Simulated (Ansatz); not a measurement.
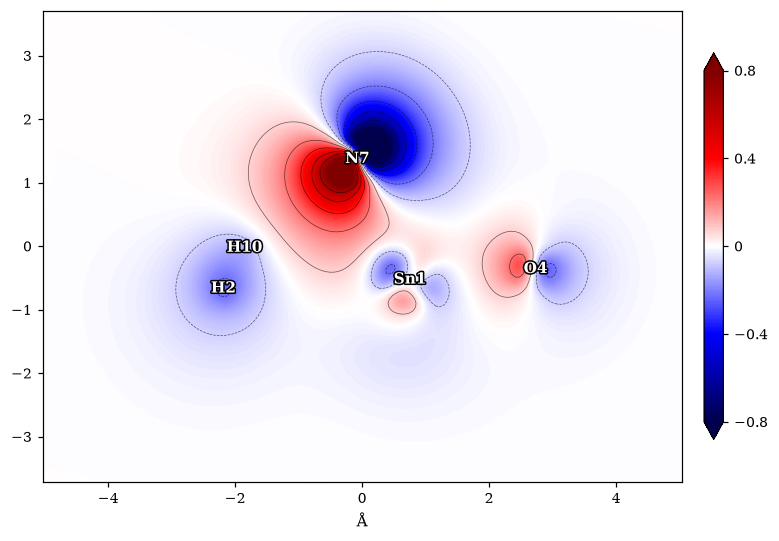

The picture shows: H₅NOSn···H₂. The HOMO on the plane of atoms O4, Sn1 and N7 (values in Å⁻³ᐟ²; the overall sign is arbitrary).

Core potentials replace the inner electrons of Sn; not at a stationary point (largest force 1.9 eV/Å).

Theory: RKS CAM-B3LYP-D4/def2-SVP in Ansatz 0.2.0.

```xyz
10

Sn   -0.0917    0.5124   -0.2127
H     0.9928   -0.2464    2.4193
H     1.2301   -0.4758   -0.6223
O    -0.7539    1.0848   -1.9914
H    -1.5429    1.6424   -1.9498
H    -1.3772   -0.1937    0.6623
N     0.5186    2.1889    0.8434
H     1.5086    2.4030    0.8860
H     0.0662    2.3912    1.7275
H     0.9943    0.4455    2.2178
```

> Describe this orbital and give its energy.

By Hirshfeld shares it lies mainly on N7 (about 75 %) and Sn1 (about 10 %); largely a lone pair of N7. Its energy is −8.26 eV.
